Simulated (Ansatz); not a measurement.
Computed scan of one atom of the cell: HfN (rock salt)

Relaxed HfN (rock salt):

```xyz
4
Lattice="0.0000 4.5259 4.5259 2.2630 0.0000 2.2630 2.2630 2.2630 0.0000" Properties=species:S:1:pos:R:3 pbc="T T T"
N      0.0000     0.0000     0.0000
N      0.0000     2.2630     2.2630
Hf     2.2630     2.2630     2.2630
Hf     2.2630     4.5259     4.5259
```

In each cell atom 3 (Hf, nearest neighbour N at 2.263 Å; its periodic images, 3.2 Å or more away, move with it) moves by s·(0.000, 0.000, 1.000) (along Cartesian z), the rest being held.

Level of theory: r2SCAN (plane waves to 500 eV, PAW, scalar-relativistic; Ansatz, an electronic-structure program). k mesh 7×14×14 (Γ-centred), Fermi-Dirac smearing 0.05 eV. The energy includes the smearing's −TS. Left out: 2 of 11 points, with atoms too close for the PAW data. With partly filled bands, energies and forces of such displacements shift with the k mesh and the smearing. F⊥ is the part of the force across the line. HfN is run without spin polarisation. HfN was relaxed with its symmetry unable to fall. Spin-orbit coupling is left out, though Hf is heavy. The PAW data are Ansatz's earlier set. ΔE is measured from the undisplaced structure.

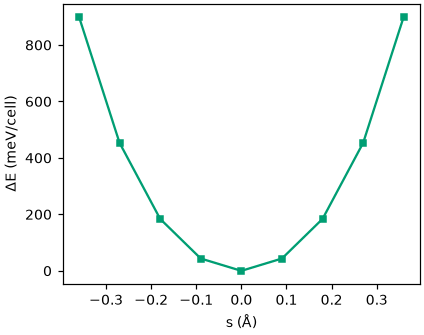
ΔE (meV/cell) against s (Å); computed points joined by lines.

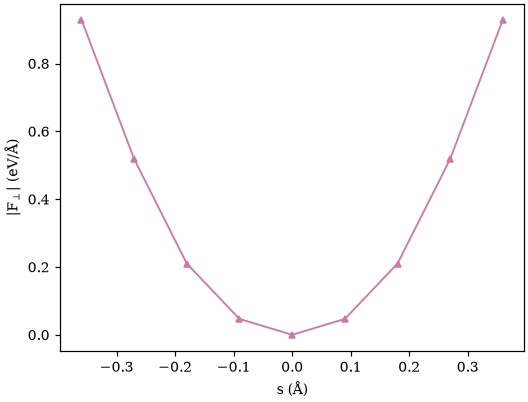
|F⊥| (eV/Å) against s (Å); markers are the computed points, lines only join them.

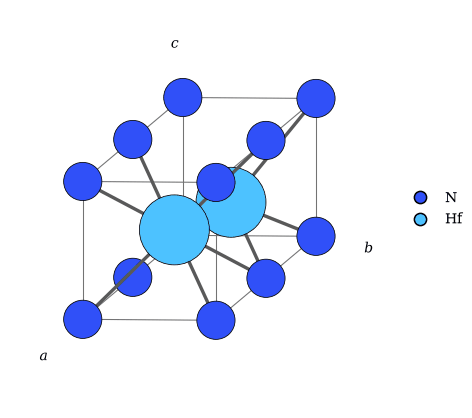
*The cell of the calculation at s = 0.360 Å.*

The energy at s = 0.360 Å comes out as 901 meV/cell and the force constant k = d²E/ds² at s = 0 (finite differences) is 10.6 eV/Å². The force along the line at s = -0.360 Å is 6.21 eV/Å. Harmonic estimate at the end of the scan: ½ks² = 686 meV/cell against the computed 901 meV/cell, so the well is stiffer than harmonic there. Symmetry of the curve: even: the same for both signs.

With its periodic images moving along, the atom's site symmetry in this cell is -3m.

(A displaced cell: forces are minus the slopes of the energy, force constants its curvatures, and phonons follow from these.)
